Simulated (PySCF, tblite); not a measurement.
# C₆H₁₂S: a rotation path, then NMR shifts on frames, part 2 of 2

tblite 0.8.0 and PySCF 2.14.0. Atoms count from 0.

**5. Shielding tensors: image 4, PBE0/pcSseg-1**

Job settings and geometry (Å):

```
{"job": {"kind": "nmr", "xc": "PBE0", "basis": "pcSseg-1", "pop": false}, "charge": 0, "multiplicity": 1}
C     -1.711400    -1.184100    -0.600400
C     -1.295500     0.259600    -0.374600
C     -2.444900     1.117200     0.126100
S      0.050900     0.332900     0.882500
C      1.465700    -0.118500    -0.145000
C      2.721400     0.688500    -0.051300
C      2.677100    -0.704000     0.504100
H     -2.075100    -1.610400     0.331800
H     -0.871200    -1.782700    -0.945300
H     -2.503800    -1.241200    -1.345000
H     -0.876300     0.691600    -1.287800
H     -2.101000     2.131100     0.313700
H     -3.244900     1.147300    -0.611100
H     -2.839600     0.711600     1.054600
H      1.151800    -0.499500    -1.105900
H      2.736000     1.505500     0.653000
H      3.285700     0.873400    -0.953800
H      2.662300    -0.817700     1.577000
H      3.203100    -1.491500    -0.014700
```

Method: GIAO PBE0/pcSseg-1 NMR shielding, non-relativistic, gas phase.

The log of the run:

```text
coarse grid: 15584 points
cycle   1  E = -633.4522286240  dE =  7.472e-01  |g| = 3.962e-01  |ddm| = 3.771e+00
cycle   2  E = -633.4531095282  dE = -8.809e-04  |g| = 4.129e-01  |ddm| = 7.337e-01
cycle   3  E = -633.4963754613  dE = -4.327e-02  |g| = 2.946e-02  |ddm| = 3.483e-01
cycle   4  E = -633.4965261783  dE = -1.507e-04  |g| = 1.738e-02  |ddm| = 6.165e-02
cycle   5  E = -633.4966016509  dE = -7.547e-05  |g| = 3.098e-03  |ddm| = 2.562e-02
cycle   6  E = -633.4966036028  dE = -1.952e-06  |g| = 7.669e-04  |ddm| = 3.798e-03
final grid: 143464 points
cycle   7  E = -633.5422547172  dE = -4.536e-05  |g| = 1.018e-02  |ddm| = 3.519e-02
cycle   8  E = -633.5422411351  dE =  1.358e-05  |g| = 1.259e-02  |ddm| = 1.939e-02
cycle   9  E = -633.5422808452  dE = -3.971e-05  |g| = 7.586e-04  |ddm| = 1.152e-02
cycle  10  E = -633.5422809851  dE = -1.398e-07  |g| = 2.363e-04  |ddm| = 1.192e-03
cycle  11  E = -633.5422809974  dE = -1.234e-08  |g| = 5.319e-05  |ddm| = 2.120e-04
cycle  12  E = -633.5422809980  dE = -6.526e-10  |g| = 1.759e-05  |ddm| = 8.224e-05
converged SCF energy = -633.5422809980

GIAO shielding tensors (ppm)
atom      isotropic    diamagn.    paramagn.     s11        s22        s33       span
  0 C      158.897     248.770     -89.873    137.044    155.395    184.252     47.208
  1 C      139.900     250.871    -110.971    117.649    138.847    163.205     45.556
  2 C      162.462     246.920     -84.458    142.128    157.205    188.053     45.925
  3 S      428.637    1059.309    -630.672    282.778    346.735    656.397    373.619
  4 C      165.491     246.627     -81.136    134.578    144.141    217.755     83.177
  5 C      175.221     255.437     -80.216    140.121    173.517    212.025     71.904
  6 C      178.799     255.064     -76.266    148.182    176.020    212.194     64.011
  7 H       30.527      31.179      -0.652     27.545     28.500     35.536      7.991
  8 H       30.048      31.830      -1.782     24.927     30.279     34.939     10.012
  9 H       30.451      30.181       0.270     25.644     27.562     38.148     12.504
 10 H       28.930      34.170      -5.240     24.950     28.738     33.100      8.150
 11 H       30.139      30.033       0.106     24.882     28.764     36.771     11.889
 12 H       30.404      28.929       1.475     25.901     27.438     37.875     11.974
 13 H       30.662      30.214       0.447     26.994     28.798     36.194      9.200
 14 H       30.567      33.125      -2.558     22.780     30.802     38.120     15.341
 15 H       31.382      31.955      -0.573     25.874     28.999     39.272     13.397
 16 H       30.814      30.934      -0.120     25.117     26.454     40.872     15.755
 17 H       31.466      31.800      -0.334     25.811     29.011     39.576     13.765
 18 H       30.919      30.790       0.129     25.206     26.569     40.982     15.776
```

It took 61 s on 1 thread, shared host.

Key values: δ C1 47.0, C0 28.0, C2 24.5, C4 21.4, H10 2.79, H8 1.67 ppm.

**6. NMR shieldings: image 6, PBE0/pcSseg-1**

Job settings and geometry (Å):

```
{"job": {"kind": "nmr", "xc": "PBE0", "basis": "pcSseg-1", "pop": false}, "charge": 0, "multiplicity": 1}
C     -1.578800    -1.222900    -0.378300
C     -1.305300     0.270500    -0.399600
C     -2.515800     1.085200     0.022500
S      0.076900     0.703100     0.738100
C      1.479600     0.166000    -0.258600
C      2.847300     0.627000     0.130000
C      2.464900    -0.813500     0.295000
H     -1.869400    -1.533100     0.622700
H     -0.694200    -1.783100    -0.672300
H     -2.387300    -1.464900    -1.066800
H     -0.973700     0.582600    -1.394600
H     -2.267200     2.143500     0.029900
H     -3.342700     0.921200    -0.665300
H     -2.831000     0.799800     1.023200
H      1.222500     0.122200    -1.307900
H      2.937400     1.228600     1.020600
H      3.536500     0.898600    -0.656100
H      2.300000    -1.174200     1.298600
H      2.890200    -1.547200    -0.373600
```

With the program's defaults for keys left out, this is: GIAO PBE0/pcSseg-1 NMR shielding, non-relativistic, gas phase.

The log of the run:

```text
coarse grid: 15584 points
cycle   1  E = -633.4537510029  dE =  7.495e-01  |g| = 3.955e-01  |ddm| = 3.779e+00
cycle   2  E = -633.4546157451  dE = -8.647e-04  |g| = 4.122e-01  |ddm| = 7.298e-01
cycle   3  E = -633.4977347243  dE = -4.312e-02  |g| = 3.049e-02  |ddm| = 3.480e-01
cycle   4  E = -633.4979007769  dE = -1.661e-04  |g| = 1.768e-02  |ddm| = 6.588e-02
cycle   5  E = -633.4979788643  dE = -7.809e-05  |g| = 3.262e-03  |ddm| = 2.647e-02
cycle   6  E = -633.4979809680  dE = -2.104e-06  |g| = 9.449e-04  |ddm| = 4.244e-03
final grid: 143464 points
cycle   7  E = -633.5436636969  dE = -4.211e-05  |g| = 9.839e-03  |ddm| = 3.148e-02
cycle   8  E = -633.5436507000  dE =  1.300e-05  |g| = 1.221e-02  |ddm| = 1.892e-02
cycle   9  E = -633.5436880728  dE = -3.737e-05  |g| = 7.265e-04  |ddm| = 1.135e-02
cycle  10  E = -633.5436881977  dE = -1.249e-07  |g| = 2.334e-04  |ddm| = 1.103e-03
cycle  11  E = -633.5436882099  dE = -1.217e-08  |g| = 4.782e-05  |ddm| = 2.132e-04
cycle  12  E = -633.5436882104  dE = -5.091e-10  |g| = 1.741e-05  |ddm| = 7.546e-05
converged SCF energy = -633.5436882104

GIAO shielding tensors (ppm)
atom      isotropic    diamagn.    paramagn.     s11        s22        s33       span
  0 C      158.992     248.941     -89.949    139.327    153.514    184.136     44.810
  1 C      137.239     251.004    -113.765    115.772    134.151    161.794     46.023
  2 C      162.375     246.958     -84.584    141.838    157.084    188.202     46.365
  3 S      427.701    1059.151    -631.450    294.666    339.026    649.410    354.744
  4 C      163.922     247.538     -83.616    133.836    139.448    218.481     84.645
  5 C      180.629     256.634     -76.005    149.805    177.837    214.245     64.440
  6 C      173.956     253.622     -79.666    137.308    173.452    211.108     73.800
  7 H       30.532      31.408      -0.876     27.731     28.384     35.480      7.750
  8 H       29.875      32.331      -2.456     24.470     30.474     34.681     10.211
  9 H       30.404      30.460      -0.056     25.666     27.556     37.991     12.325
 10 H       28.999      34.154      -5.155     25.469     28.427     33.101      7.632
 11 H       30.119      29.843       0.276     24.879     28.750     36.728     11.849
 12 H       30.410      28.844       1.566     25.919     27.508     37.804     11.885
 13 H       30.660      30.147       0.513     27.017     28.791     36.172      9.155
 14 H       30.552      33.003      -2.452     23.300     29.995     38.360     15.060
 15 H       31.443      31.952      -0.508     25.557     29.087     39.686     14.129
 16 H       30.925      30.718       0.207     25.058     26.472     41.246     16.188
 17 H       31.388      31.717      -0.329     26.249     28.773     39.141     12.892
 18 H       30.827      30.875      -0.048     25.417     26.360     40.704     15.287
```

It took 54 s on 1 thread, shared host.

In short: δ C1 49.7, C0 27.9, C2 24.6, C4 23.0, H10 2.72, H8 1.84 ppm.

**7. NMR shieldings: image 8, PBE0/pcSseg-1**

Job settings and geometry (Å):

```
{"job": {"kind": "nmr", "xc": "PBE0", "basis": "pcSseg-1", "pop": false}, "charge": 0, "multiplicity": 1}
C     -1.378200    -1.200200    -0.151500
C     -1.274200     0.291300    -0.418500
C     -2.555900     1.025800    -0.061200
S      0.097400     1.036900     0.564800
C      1.510300     0.431700    -0.364800
C      2.854200     0.474700     0.290200
C      2.186000    -0.841900     0.043100
H     -1.587000    -1.377100     0.901400
H     -0.451500    -1.705100    -0.413900
H     -2.185100    -1.628900    -0.744100
H     -1.017200     0.472500    -1.466600
H     -2.445600     2.092100    -0.242700
H     -3.382400     0.650500    -0.661500
H     -2.792500     0.879100     0.990300
H      1.439100     0.677900    -1.416600
H      2.903500     0.832700     1.306700
H      3.705100     0.752400    -0.313400
H      1.790400    -1.368600     0.898200
H      2.573900    -1.486500    -0.732200
```

Method: GIAO PBE0/pcSseg-1 NMR shielding, non-relativistic, gas phase.

The log of the run:

```text
coarse grid: 15584 points
cycle   1  E = -633.4580803624  dE =  7.465e-01  |g| = 3.917e-01  |ddm| = 3.789e+00
cycle   2  E = -633.4591481360  dE = -1.068e-03  |g| = 4.077e-01  |ddm| = 7.252e-01
cycle   3  E = -633.5013065152  dE = -4.216e-02  |g| = 3.158e-02  |ddm| = 3.463e-01
cycle   4  E = -633.5014872766  dE = -1.808e-04  |g| = 1.837e-02  |ddm| = 7.233e-02
cycle   5  E = -633.5015718834  dE = -8.461e-05  |g| = 3.649e-03  |ddm| = 2.812e-02
cycle   6  E = -633.5015744257  dE = -2.542e-06  |g| = 1.257e-03  |ddm| = 4.716e-03
final grid: 143464 points
cycle   7  E = -633.5472277455  dE = -4.370e-05  |g| = 1.011e-02  |ddm| = 3.399e-02
cycle   8  E = -633.5472139743  dE =  1.377e-05  |g| = 1.256e-02  |ddm| = 1.928e-02
cycle   9  E = -633.5472533352  dE = -3.936e-05  |g| = 7.444e-04  |ddm| = 1.174e-02
cycle  10  E = -633.5472534671  dE = -1.318e-07  |g| = 2.382e-04  |ddm| = 1.154e-03
cycle  11  E = -633.5472534798  dE = -1.272e-08  |g| = 5.117e-05  |ddm| = 2.243e-04
cycle  12  E = -633.5472534804  dE = -6.052e-10  |g| = 1.820e-05  |ddm| = 8.303e-05
converged SCF energy = -633.5472534804

GIAO shielding tensors (ppm)
atom      isotropic    diamagn.    paramagn.     s11        s22        s33       span
  0 C      160.253     249.543     -89.290    140.844    156.056    183.861     43.017
  1 C      139.203     250.892    -111.688    120.892    134.936    161.782     40.891
  2 C      162.563     246.852     -84.289    142.392    156.938    188.359     45.966
  3 S      412.302    1058.818    -646.516    289.472    335.883    611.551    322.078
  4 C      165.514     249.769     -84.255    131.083    147.148    218.311     87.228
  5 C      183.052     257.237     -74.185    152.623    179.191    217.341     64.718
  6 C      172.960     252.394     -79.434    131.715    175.184    211.981     80.266
  7 H       30.701      31.708      -1.007     27.867     28.610     35.627      7.760
  8 H       29.605      32.962      -3.357     23.442     31.076     34.297     10.855
  9 H       30.439      30.879      -0.441     25.720     27.645     37.951     12.231
 10 H       28.932      34.100      -5.167     25.560     28.075     33.161      7.601
 11 H       30.201      29.624       0.577     25.055     28.535     37.014     11.959
 12 H       30.410      28.827       1.582     25.861     27.575     37.793     11.932
 13 H       30.692      30.073       0.619     26.993     28.826     36.258      9.264
 14 H       30.026      32.414      -2.388     22.601     28.407     39.070     16.469
 15 H       31.337      31.982      -0.645     24.890     29.116     40.004     15.114
 16 H       30.998      30.442       0.556     24.942     26.369     41.683     16.742
 17 H       31.301      31.735      -0.433     26.525     28.764     38.615     12.089
 18 H       30.811      30.841      -0.030     25.542     26.129     40.762     15.220
```

It took 60 s on 1 thread, shared host.

This run: δ C1 47.7, C0 26.7, C2 24.4, C4 21.4, H10 2.78, H8 2.11 ppm.

**8. Comparing the runs: NMR shifts**

Shifts (ppm) of some atoms, chosen among heavy atoms and hydrogens apart, with basis size and wall time:

| frame | C1 | C4 | C5 | C6 | H14 | H8 | S3 | functions | time |
| --- | --- | --- | --- | --- | --- | --- | --- | --- | --- |
| image 0 | 46.9 | 20.3 | 11.1 | 9.4 | 2.21 | 1.77 | 103 | 186 | 66 s |
| image 2 | 44.9 | 20.4 | 13.4 | 5.3 | 1.68 | 1.72 | 95 | 186 | 61 s |
| image 4 | 47.0 | 21.4 | 11.7 | 8.1 | 1.15 | 1.67 | 75 | 186 | 61 s |
| image 6 | 49.7 | 23.0 | 6.3 | 13.0 | 1.17 | 1.84 | 76 | 186 | 54 s |
| image 8 | 47.7 | 21.4 | 3.9 | 14.0 | 1.69 | 2.11 | 91 | 186 | 60 s |

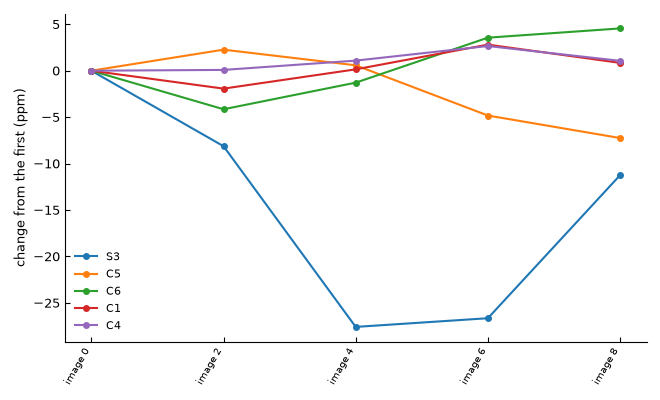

How five of the tabulated atoms move from run to run.

**9. Outcome**

The summary covers parts 1 to 2.

```
                                       quantity                                                                       value
                                        barrier                                          0.065 eV (1.5 kcal/mol) at image 4
                          end to end (GFN2-xTB)                                                                    0.000 eV
13C shifts against TMS (PBE0/pcSseg-1, image 0)                                       46.9, 26.6, 24.7, 20.3, 11.1, 9.4 ppm
 1H shifts against TMS (PBE0/pcSseg-1, image 0)  2.72, 2.21, 1.77, 1.41, 1.29, 1.28, 1.18, 1.04, 0.86, 0.83, 0.69, 0.39 ppm
33S shifts against CS2 (PBE0/pcSseg-1, image 0)                                                                     103 ppm
                       range of the shift of S3                                                               75 to 103 ppm
```

In words: Along the band the dihedral turns by 124°, and the top (dihedral 134°) lies 1.5 kcal/mol above the start (GFN2-xTB, rough), so at room temperature this motion is fast. The top was not checked by a frequency run. Shifts at one fixed geometry are not the observed spectrum, which averages over the motion. In the first frame run (image 0): The widest tensor belongs to S3: span 333 ppm, with a paramagnetic part of -658 ppm. Across the 5 runs the shift of S3 moves most, between 75 (image 4) and 103 ppm (image 0).
